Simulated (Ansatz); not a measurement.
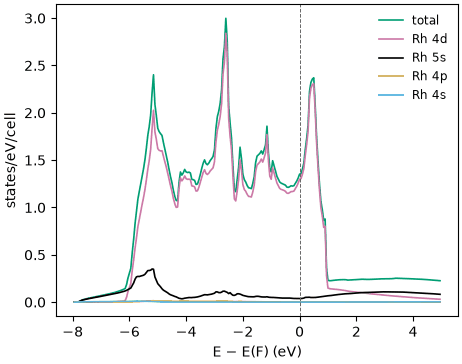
Figure: Total and projected density of states of Rh (fcc (Cu type), Fm-3m), DFT-PBE in the program Ansatz with PAW potentials

**Question.** Which orbitals carry the states next to the Fermi level?

**Answer.** Within 0.5 eV of the Fermi level: Rh 4d 96 %. Projections are on Löwdin-orthogonalised atomic valence shells; empty p or d shells of many metals are not among them.

**Question.** Where is the tallest occupied peak in this window, and what makes it?

**Answer.** Near -2.6 eV, about 3.0 states/eV per cell; the largest projected share is Rh 4d.

Symmetry was held in the PBE relaxation. The run is not spin-polarised. Scalar-relativistic: spin–orbit coupling is off unless named, which matters more the heavier the elements.

Potentials: the earlier of the program's two PAW sets.
